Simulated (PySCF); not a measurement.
# C₅H₂F₃O (charge +1): what the fields show

Input

```
{"job": {"kind": "uv", "xc": "CAM-B3LYP", "basis": "def2-SVPD", "nstates": 8, "ntriplets": 3}, "charge": 1, "multiplicity": 1}
F     -0.431250     2.435805    -0.038106
C     -0.223284     1.156983    -0.018443
C     -1.299932     0.255284     0.032425
C     -1.023191    -1.087187     0.049896
O      0.213082    -1.543778     0.020946
C      1.239449    -0.736831    -0.025635
F      2.388466    -1.328758    -0.049018
C      1.095044     0.653057    -0.048043
F      2.138918     1.437557    -0.094483
H     -2.315430     0.628939     0.056535
H     -1.776449    -1.868400     0.087962
```

Run with:

```sh
OMP_NUM_THREADS=1 python probes_run.py task.json out
```

Geometry: GFN2-xTB.

Method: PySCF, CAM-B3LYP/def2-SVPD, SCF density, gas phase.

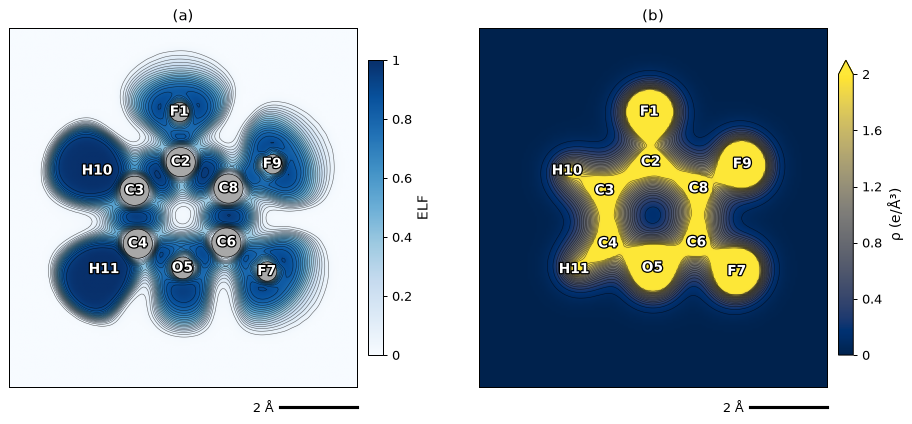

Figure 1. (a) electron localisation function; (b) total electron density on the molecular plane. Grey discs cover the atomic cores in the ELF map.

> Describe what can be read from this map.

- The section cuts through F, C, O and H sites.
- C–F (1.29 Å): the density is about 2.7 e/Å³ at the midpoint; the ELF peaks at about 0.85 between the atoms: a shared but strongly polarised pair.
- C–O (1.31 Å): the density is about 2.7 e/Å³ at the midpoint; the ELF peaks at about 0.90 between the atoms; a polar covalent bond.
- C–C (1.37 Å): ρ is about 2.2 e/Å³ halfway; the ELF peaks at about 0.95 between the atoms; localised, covalent bonding.
- C–H (1.08 Å): ρ is about 2.1 e/Å³ halfway; the ELF climbs to about 1 towards the hydrogen, as it does in any bond to H; an ordinary covalent bond to hydrogen.
- C–C (1.41 Å): ρ at the midpoint is about 2.1 e/Å³; the ELF peaks at about 0.95 between the atoms (a covalent bond).
- The ELF also peaks beside O5, F7, F9 and F1, away from the bonds: lone-pair regions.

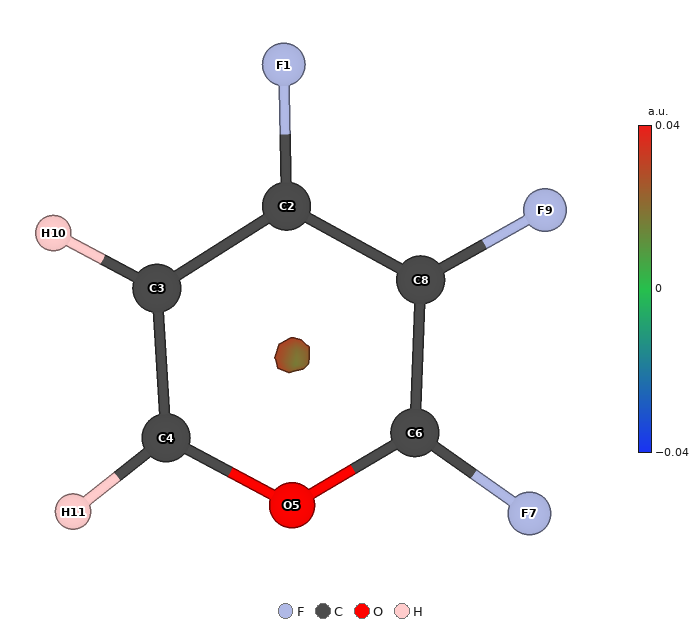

Figure 2. Non-covalent interaction (NCI) plot: the surface where the reduced density gradient is 0.5, for densities under 0.05 a.u., coloured by sign(λ₂)ρ; seen at a tilt.

> Identify the weak interactions.

Inside the ring or cage of C2, C3, C4, O5, C6 and C8: steric crowding (red).
